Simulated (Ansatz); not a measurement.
# C2H5NSi: shift of H6 from C1 to Si2, part 2 of 3

Wanted: the energy profile along the shift of H6 from C1 to Si2, from relaxed end points and a band of images. SMILES of the start: C[SiH]=C=N.

Ansatz 0.2.0; UKS B3LYP/cc-pVDZ.

**6. Vibrations at the top**

The geometry is the highest inner image of the first converged band.

input.yaml reads:

```yaml
crystal:
  periodic: [false, false, false]
  atoms:
    - { symbol: C, position_ang: [-1.152506, 1.148258, -0.429165] }
    - { symbol: Si, position_ang: [0.055231, -0.218779, -0.637538] }
    - { symbol: C, position_ang: [1.248924, -0.655451, 0.753196] }
    - { symbol: "N", position_ang: [1.378319, -1.448854, 1.686786] }
    - { symbol: H, position_ang: [-1.905413, 1.074071, 0.362392] }
    - { symbol: H, position_ang: [-1.46789, -0.46584, -1.017155] }
    - { symbol: H, position_ang: [-1.265823, 1.99425, -1.118352] }
    - { symbol: H, position_ang: [0.88165, -0.069236, -1.86751] }
    - { symbol: H, position_ang: [2.2275, -1.358418, 2.267347] }
magnetization:
  spin_polarized: true
basis:
  gaussian: { orbitals: cc-pVDZ }
hamiltonian:
  xc: b3lyp
phonons: {}
```

On the command line:

```console
$ ansatz run input.yaml --threads 2 --pin off --max-ram 3072MiB --backend cpu --events-out ev --progress --plain --runs-dir out
```

What it wrote (excerpt; [...] marks lines left out):

```text
Warning: RAYON_NUM_THREADS=2 ignored (pool sized by the plan → 2); use --threads N
[...]
Functional definition: B3LYP
[...]
927 factors; integrals over basis functions are off by at most 3.4e-4 eV
[...]
mean field -11518.82412937 eV, -423.3089790150 hartree, gradient 1.5e-5 eV, S^2 0.541348; 5 other end points of the search recorded, 0 dependent functions left out
[...]
reference -11518.82438094 eV, -423.3089882598 hartree; 19, 19 occupied and 66, 66 virtual orbitals, 927 factors
[...]
927 factors; integrals over basis functions are off by at most 3.4e-4 eV
[...]
WARN: phonons: modes at or below zero, which the zero-point energy, F, S and C_V leave out: 1, the lowest at -1558.81 cm⁻¹. A minimum has none, and a first-order saddle one
[...]
Atom 5 at    -1.467890    -0.465840    -1.017155 Å, force    -0.013065    -0.005773     0.000660 eV/Å
Atom 6 at    -1.265823     1.994250    -1.118352 Å, force     0.002028    -0.002437     0.000826 eV/Å
Atom 7 at     0.881650    -0.069236    -1.867510 Å, force     0.002088    -0.001042    -0.000255 eV/Å
Atom 8 at     2.227500    -1.358418     2.267347 Å, force    -0.004367    -0.004004     0.004052 eV/Å
Dipole moment:     0.106001     0.128467     0.097490 e Å
Vibrations: -1558.81 115.78 218.56 295.07 333.24 486.78 509.01 645.95 670.55 721.48 801.18 844.24 920.99 967.51 1351.09 1820.79 1836.20 2228.78 3112.93 3222.68 3341.82 cm⁻¹, zero-point energy 1.515373 eV
```

Run time: 58 s. Hardware: 2 threads of Intel Xeon 6975P-C (Granite Rapids), shared host; peak memory 0.25 GiB.

Of 21 modes, 1 is imaginary by more than 30 cm⁻¹ (1559i cm⁻¹).

**7. Another band, settings changed**

crystal.atoms is end A as relaxed above, and neb.final_atoms is end B, turned to lie on A. With 5 inner images the band has 7 in all. The start path is listed, through a guess of the saddle.

input.yaml reads:

```yaml
crystal:
  periodic: [false, false, false]
  atoms:
    - { symbol: C, position_ang: [-1.255914, 0.723829, -0.551942] }
    - { symbol: Si, position_ang: [0.01168, -0.697485, -0.797358] }
    - { symbol: C, position_ang: [1.03695, -0.773172, 0.709898] }
    - { symbol: "N", position_ang: [1.549904, -1.254814, 1.700239] }
    - { symbol: H, position_ang: [-1.802399, 0.591083, 0.39507] }
    - { symbol: H, position_ang: [-1.995147, 0.678857, -1.368363] }
    - { symbol: H, position_ang: [-0.789625, 1.720876, -0.561938] }
    - { symbol: H, position_ang: [1.048247, -0.279305, -1.808982] }
    - { symbol: H, position_ang: [2.196296, -0.709868, 2.283377] }
magnetization:
  spin_polarized: true
basis:
  gaussian: { orbitals: cc-pVDZ }
hamiltonian:
  xc: b3lyp
neb:
  order_check: false
  images: 5
  f_tol: 0.05
  max_iterations: 60
  spring: 50.0
  final_atoms:
    - { symbol: C, position_ang: [-1.09941348, 1.24263921, -0.33574527] }
    - { symbol: Si, position_ang: [-0.24646967, -0.23031703, -0.90176824] }
    - { symbol: C, position_ang: [0.92565807, -0.89781631, 0.52311864] }
    - { symbol: "N", position_ang: [1.30683983, -0.69992651, 1.66159158] }
    - { symbol: H, position_ang: [-1.94221956, 1.15673874, 0.36052521] }
    - { symbol: H, position_ang: [-1.10406426, -1.4271593, -1.14551538] }
    - { symbol: H, position_ang: [-0.5670439, 2.19979824, -0.281667] }
    - { symbol: H, position_ang: [0.73759756, -0.03017566, -2.00578337] }
    - { symbol: H, position_ang: [1.9891074, -1.31378039, 2.12524483] }
  initial_path:
    images:
      - { positions_ang: [[-1.255914, 0.723829, -0.551942], [0.01168, -0.697485, -0.797358], [1.03695, -0.773172, 0.709898], [1.549904, -1.254814, 1.700239], [-1.802399, 0.591083, 0.39507], [-1.995147, 0.678857, -1.368363], [-0.789625, 1.720876, -0.561938], [1.048247, -0.279305, -1.808982], [2.196296, -0.709868, 2.283377]] }
      - { positions_ang: [[-1.26837593, 0.82155503, -0.54674165], [0.03436488, -0.55734109, -0.7601292], [1.06041032, -0.70154403, 0.71843839], [1.49753607, -1.29692441, 1.67061453], [-1.78215947, 0.72943944, 0.41407331], [-1.84238417, 0.2698675, -1.31449922], [-0.82884665, 1.81978654, -0.61395043], [0.96452594, -0.2359613, -1.85575946], [2.164921, -0.84887667, 2.28795473]] }
      - { positions_ang: [[-1.28083786, 0.91928106, -0.5415413], [0.05704976, -0.41719718, -0.7229004], [1.08387065, -0.62991607, 0.72697878], [1.44516814, -1.33903482, 1.64099006], [-1.76191993, 0.86779588, 0.43307662], [-1.68962135, -0.139122, -1.26063545], [-0.86806829, 1.91869707, -0.66596285], [0.88080488, -0.1926176, -1.90253692], [2.133546, -0.98788534, 2.29253245]] }
      - { positions_ang: [[-1.29329979, 1.01700709, -0.53634095], [0.07973464, -0.27705327, -0.6856716], [1.10733097, -0.5582881, 0.73551917], [1.39280021, -1.38114522, 1.61136559], [-1.7416804, 1.00615232, 0.45207993], [-1.53685852, -0.54811151, -1.20677167], [-0.90728994, 2.01760761, -0.71797528], [0.79708383, -0.1492739, -1.94931438], [2.102171, -1.12689401, 2.29711018]] }
      - { positions_ang: [[-1.22867102, 1.0922178, -0.46947572], [-0.02900013, -0.26147452, -0.75770381], [1.04677333, -0.67146417, 0.66471899], [1.36414675, -1.15407232, 1.62810759], [-1.80852678, 1.05634779, 0.42156169], [-1.39259377, -0.84112744, -1.18635291], [-0.79387459, 2.07833782, -0.57253919], [0.77725507, -0.10957449, -1.96813737], [2.06448313, -1.18918947, 2.23982173]] }
      - { positions_ang: [[-1.16404225, 1.16742851, -0.4026105], [-0.1377349, -0.24589577, -0.82973603], [0.9862157, -0.78464024, 0.59391881], [1.33549329, -0.92699941, 1.64484958], [-1.87537317, 1.10654326, 0.39104345], [-1.24832901, -1.13414337, -1.16593414], [-0.68045924, 2.13906803, -0.42710309], [0.75742632, -0.06987508, -1.98696037], [2.02679526, -1.25148493, 2.18253328]] }
      - { positions_ang: [[-1.09941348, 1.24263921, -0.33574527], [-0.24646967, -0.23031703, -0.90176824], [0.92565807, -0.89781631, 0.52311864], [1.30683983, -0.69992651, 1.66159158], [-1.94221956, 1.15673874, 0.36052521], [-1.10406426, -1.4271593, -1.14551538], [-0.5670439, 2.19979824, -0.281667], [0.73759756, -0.03017566, -2.00578337], [1.9891074, -1.31378039, 2.12524483]] }
```

On the command line:

```console
$ ansatz run input.yaml --threads 2 --pin off --max-ram 3072MiB --backend cpu --events-out ev --progress --plain --runs-dir out
```

What it wrote (excerpt; [...] marks lines left out):

```text
Warning: RAYON_NUM_THREADS=2 ignored (pool sized by the plan → 2); use --threads N
[...]
[... 1 set-up line as earlier in the session ...]
[...]
923 factors; integrals over basis functions are off by at most 3.2e-4 eV
[...]
mean field -11521.69125661 eV, -423.4143439974 hartree, gradient 1.9e-5 eV, S^2 0.000000; 1 other end points of the search recorded, 0 dependent functions left out
[...]
reference -11521.69149867 eV, -423.4143528931 hartree; 19, 19 occupied and 66, 66 virtual orbitals, 923 factors
[...]
Atom 5 at    -1.469446    -0.465862    -1.016663 Å, force    -0.002533    -0.002189     0.000084 eV/Å
Atom 6 at    -1.264681     1.994135    -1.119374 Å, force     0.000268    -0.000409     0.000643 eV/Å
Atom 7 at     0.882004    -0.071038    -1.866373 Å, force    -0.000833     0.000502     0.000038 eV/Å
Atom 8 at     2.229204    -1.357841     2.267979 Å, force    -0.001189    -0.000462     0.001032 eV/Å
Dipole moment:     0.106658     0.128084     0.098253 e Å
this run last wrote the band of iteration 14 to <dir>
```

Wall time 2.3 min (2 threads of Intel Xeon 6975P-C (Granite Rapids), shared host); peak memory 0.27 GiB.

**8. What the band shows**

The 5 inner images lie between the fixed ends 0 and 6. Energy is taken from image 0, and the path length is the program's own coordinate along the band.

| image | path (Å) | energy (eV) | H6–C1 (Å) | H6–Si2 (Å) | band force (eV/Å) |
| --- | --- | --- | --- | --- | --- |
| 0 | 0.000 | 0.0000 | 1.10 | 2.50 | - |
| 1 | 0.823 | 0.0323 | 1.10 | 2.48 | 0.005 |
| 2 | 1.645 | 0.4925 | 1.12 | 2.15 | 0.011 |
| 3* | 2.467 | 2.8672 | 1.75 | 1.59 | 0.005 |
| 4 | 3.264 | 1.8992 | 2.50 | 1.50 | 0.001 |
| 5 | 4.060 | 1.5317 | 2.72 | 1.49 | 0.028 |
| 6 | 4.856 | 1.4134 | 2.79 | 1.49 | - |

The star marks the climbing image.

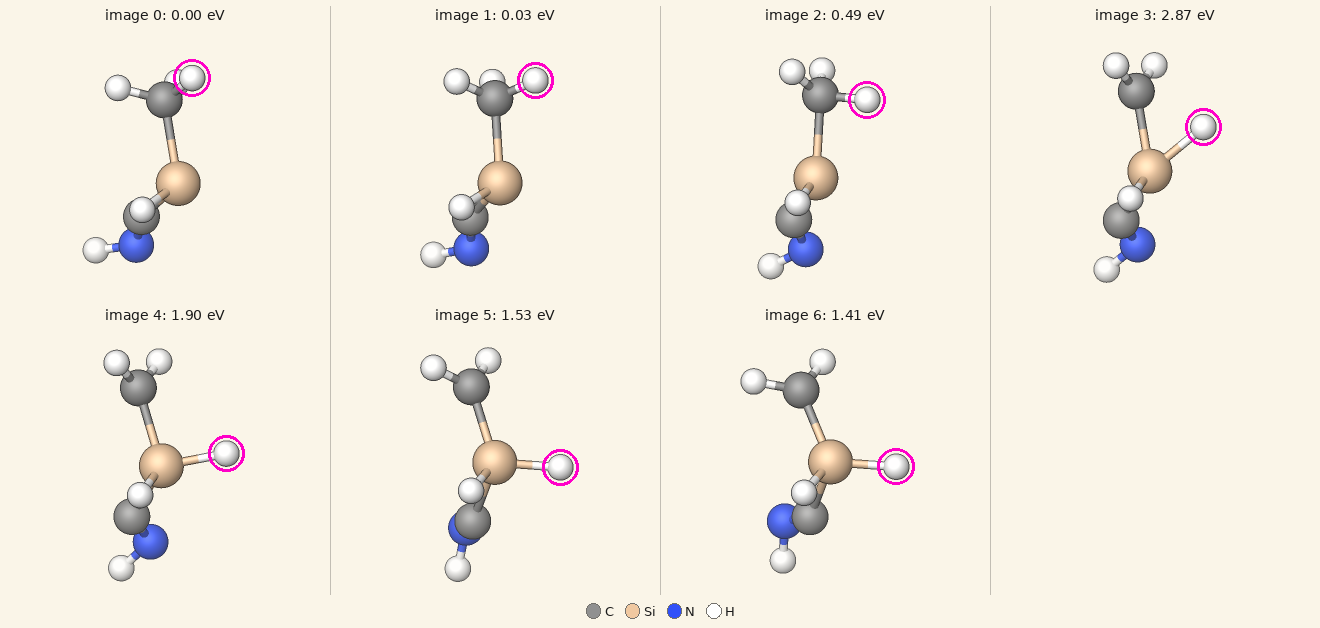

The images of the last band, seen from a free direction. Ringed: H6. Sticks join atoms closer than a bonding distance in each image.

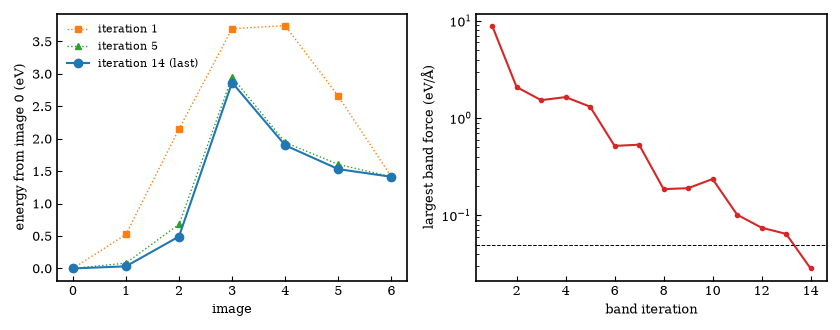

Left: energy of each image for early iterations and the last one (lines only join the points; early values far above the last band run off the scale). Right: the largest band force by iteration, with the threshold dashed.

**9. The band again, with other settings**

crystal.atoms is end A as relaxed above, and neb.final_atoms is end B, turned to lie on A. With 1 inner images the band has 3 in all. The start path is listed, through a guess of the saddle.

input.yaml reads:

```yaml
crystal:
  periodic: [false, false, false]
  atoms:
    - { symbol: C, position_ang: [-1.255914, 0.723829, -0.551942] }
    - { symbol: Si, position_ang: [0.01168, -0.697485, -0.797358] }
    - { symbol: C, position_ang: [1.03695, -0.773172, 0.709898] }
    - { symbol: "N", position_ang: [1.549904, -1.254814, 1.700239] }
    - { symbol: H, position_ang: [-1.802399, 0.591083, 0.39507] }
    - { symbol: H, position_ang: [-1.995147, 0.678857, -1.368363] }
    - { symbol: H, position_ang: [-0.789625, 1.720876, -0.561938] }
    - { symbol: H, position_ang: [1.048247, -0.279305, -1.808982] }
    - { symbol: H, position_ang: [2.196296, -0.709868, 2.283377] }
magnetization:
  spin_polarized: true
basis:
  gaussian: { orbitals: cc-pVDZ }
hamiltonian:
  xc: b3lyp
neb:
  order_check: false
  images: 1
  f_tol: 0.05
  max_iterations: 60
  climbing: false
  final_atoms:
    - { symbol: C, position_ang: [-1.09941348, 1.24263921, -0.33574527] }
    - { symbol: Si, position_ang: [-0.24646967, -0.23031703, -0.90176824] }
    - { symbol: C, position_ang: [0.92565807, -0.89781631, 0.52311864] }
    - { symbol: "N", position_ang: [1.30683983, -0.69992651, 1.66159158] }
    - { symbol: H, position_ang: [-1.94221956, 1.15673874, 0.36052521] }
    - { symbol: H, position_ang: [-1.10406426, -1.4271593, -1.14551538] }
    - { symbol: H, position_ang: [-0.5670439, 2.19979824, -0.281667] }
    - { symbol: H, position_ang: [0.73759756, -0.03017566, -2.00578337] }
    - { symbol: H, position_ang: [1.9891074, -1.31378039, 2.12524483] }
  initial_path:
    images:
      - { positions_ang: [[-1.255914, 0.723829, -0.551942], [0.01168, -0.697485, -0.797358], [1.03695, -0.773172, 0.709898], [1.549904, -1.254814, 1.700239], [-1.802399, 0.591083, 0.39507], [-1.995147, 0.678857, -1.368363], [-0.789625, 1.720876, -0.561938], [1.048247, -0.279305, -1.808982], [2.196296, -0.709868, 2.283377]] }
      - { positions_ang: [[-1.29329979, 1.01700709, -0.53634095], [0.07973464, -0.27705327, -0.6856716], [1.10733097, -0.5582881, 0.73551917], [1.39280021, -1.38114522, 1.61136559], [-1.7416804, 1.00615232, 0.45207993], [-1.53685852, -0.54811151, -1.20677167], [-0.90728994, 2.01760761, -0.71797528], [0.79708383, -0.1492739, -1.94931438], [2.102171, -1.12689401, 2.29711018]] }
      - { positions_ang: [[-1.09941348, 1.24263921, -0.33574527], [-0.24646967, -0.23031703, -0.90176824], [0.92565807, -0.89781631, 0.52311864], [1.30683983, -0.69992651, 1.66159158], [-1.94221956, 1.15673874, 0.36052521], [-1.10406426, -1.4271593, -1.14551538], [-0.5670439, 2.19979824, -0.281667], [0.73759756, -0.03017566, -2.00578337], [1.9891074, -1.31378039, 2.12524483]] }
```

On the command line:

```console
$ ansatz run input.yaml --threads 2 --pin off --max-ram 3072MiB --backend cpu --events-out ev --progress --plain --runs-dir out
```

What it wrote (excerpt; [...] marks lines left out):

```text
Warning: RAYON_NUM_THREADS=2 ignored (pool sized by the plan → 2); use --threads N
[...]
[... 1 set-up line as earlier in the session ...]
[...]
923 factors; integrals over basis functions are off by at most 3.2e-4 eV
[...]
mean field -11521.69125661 eV, -423.4143439974 hartree, gradient 1.9e-5 eV, S^2 0.000000; 1 other end points of the search recorded, 0 dependent functions left out
[...]
reference -11521.69149867 eV, -423.4143528931 hartree; 19, 19 occupied and 66, 66 virtual orbitals, 923 factors
[...]
Atom 5 at    -1.489148    -0.366622    -0.954739 Å, force    -1.124992     2.781618    -0.015813 eV/Å
Atom 6 at    -1.042512     1.899358    -0.884796 Å, force    -0.606534    -0.659377    -0.706681 eV/Å
Atom 7 at     0.748571     0.044794    -2.103771 Å, force     0.263739    -0.063011     0.072044 eV/Å
Atom 8 at     2.011236    -1.237127     2.354991 Å, force     0.220517     0.500215     0.279333 eV/Å
Dipole moment:     0.095341     0.150717     0.141089 e Å
this run last wrote the band of iteration 11 to <dir>
```

It took 36 s on 2 threads of Intel Xeon 6975P-C (Granite Rapids), shared host; peak memory 0.25 GiB.

**10. Images and barrier**

The 1 inner images lie between the fixed ends 0 and 2. Energy is taken from image 0, and the path length is the program's own coordinate along the band.

| image | path (Å) | energy (eV) | H6–C1 (Å) | H6–Si2 (Å) | band force (eV/Å) |
| --- | --- | --- | --- | --- | --- |
| 0 | 0.000 | 0.0000 | 1.10 | 2.50 | - |
| 1 | 1.704 | 2.7165 | 1.41 | 1.68 | 0.047 |
| 2 | 3.407 | 1.4134 | 2.79 | 1.49 | - |

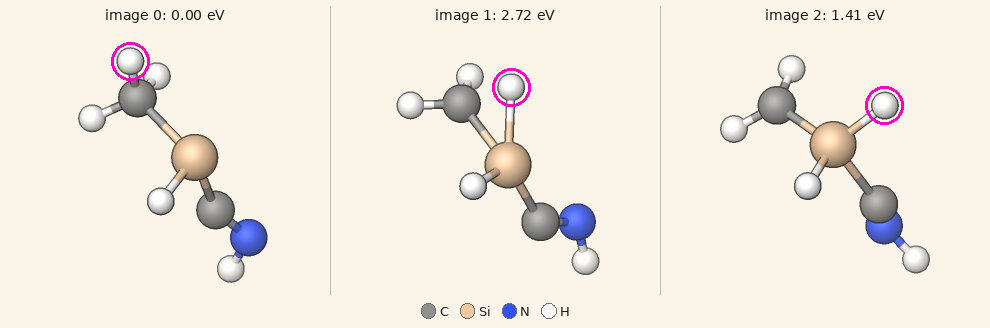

Snapshots along the band, viewed from a free direction. Ringed: H6. Sticks join atoms closer than a bonding distance in each image.

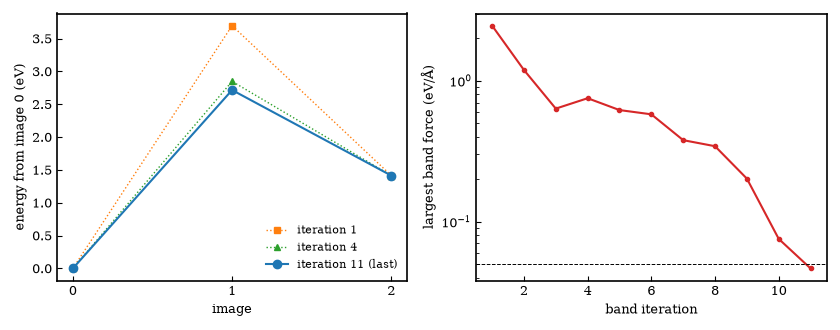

Left: energy of each image for early iterations and the last one (lines only join the points; early values far above the last band run off the scale). Right: the largest band force by iteration, with the threshold dashed.

**11. Dynamics from the top**

It starts at the highest inner image of the first converged band: 200 steps of 0.5 fs at constant energy, with velocities drawn for 300 K.

input.yaml reads:

```yaml
crystal:
  periodic: [false, false, false]
  atoms:
    - { symbol: C, position_ang: [-1.152506, 1.148258, -0.429165] }
    - { symbol: Si, position_ang: [0.055231, -0.218779, -0.637538] }
    - { symbol: C, position_ang: [1.248924, -0.655451, 0.753196] }
    - { symbol: "N", position_ang: [1.378319, -1.448854, 1.686786] }
    - { symbol: H, position_ang: [-1.905413, 1.074071, 0.362392] }
    - { symbol: H, position_ang: [-1.46789, -0.46584, -1.017155] }
    - { symbol: H, position_ang: [-1.265823, 1.99425, -1.118352] }
    - { symbol: H, position_ang: [0.88165, -0.069236, -1.86751] }
    - { symbol: H, position_ang: [2.2275, -1.358418, 2.267347] }
magnetization:
  spin_polarized: true
basis:
  gaussian: { orbitals: cc-pVDZ }
hamiltonian:
  xc: b3lyp
md:
  timestep: 0.5
  n_steps: 200
  ensemble: nve
  temperature: 300.0
  initial_velocities: maxwell_boltzmann
  seed: 12547
```

On the command line:

```console
$ ansatz run input.yaml --threads 2 --pin off --max-ram 3072MiB --backend cpu --events-out ev --progress --plain --runs-dir out
```

What it wrote (excerpt; [...] marks lines left out):

```text
Warning: RAYON_NUM_THREADS=2 ignored (pool sized by the plan → 2); use --threads N
[...]
[... 1 set-up line as earlier in the session ...]
[...]
927 factors; integrals over basis functions are off by at most 3.4e-4 eV
[...]
mean field -11518.82412937 eV, -423.3089790150 hartree, gradient 1.5e-5 eV, S^2 0.541348; 5 other end points of the search recorded, 0 dependent functions left out
[...]
reference -11518.82438094 eV, -423.3089882598 hartree; 19, 19 occupied and 66, 66 virtual orbitals, 927 factors
[...]
md step    72: t =    36.00 fs  T =  1875.5 K  F+E_penalty+E_count = -11520.25546676 eV  E_kin = 1.697011 eV  conserved = -11518.55845589 eV  (38 SCF iters)
[...]
md step    96: t =    48.00 fs  T =  2924.3 K  F+E_penalty+E_count = -11521.20599580 eV  E_kin = 2.646001 eV  conserved = -11518.55999525 eV  (37 SCF iters)
md step    97: t =    48.50 fs  T =  2725.6 K  F+E_penalty+E_count = -11521.02221874 eV  E_kin = 2.466210 eV  conserved = -11518.55600881 eV  (37 SCF iters)
```

**12. The log goes on: dynamics from the highest image of the converged band**

Output, continued (excerpt; [...] marks lines left out):

```text
md step    98: t =    49.00 fs  T =  2482.2 K  F+E_penalty+E_count = -11520.79983003 eV  E_kin = 2.245983 eV  conserved = -11518.55384707 eV  (36 SCF iters)
[...]
md step   123: t =    61.50 fs  T =  2324.0 K  F+E_penalty+E_count = -11520.65970378 eV  E_kin = 2.102838 eV  conserved = -11518.55686540 eV  (35 SCF iters)
[...]
Atom 5 at    -1.204656     1.482658    -1.141587 Å, force    -0.813199     0.068829     2.255193 eV/Å
Atom 6 at    -0.938644     1.921566     0.759144 Å, force     0.499949    -1.564225    -1.703349 eV/Å
Atom 7 at     1.208797     0.537428    -1.503311 Å, force     0.361259    -0.047364     0.434610 eV/Å
Atom 8 at     1.750567    -1.767970     2.428576 Å, force    -0.072306     0.446645    -0.373858 eV/Å
Dipole moment:     0.353625    -0.362106     0.666005 e Å
```

Run time: 5.1 min. Hardware: 2 threads of Intel Xeon 6975P-C (Granite Rapids), shared host; peak memory 0.26 GiB.

(Continued in part 3 of 3.)
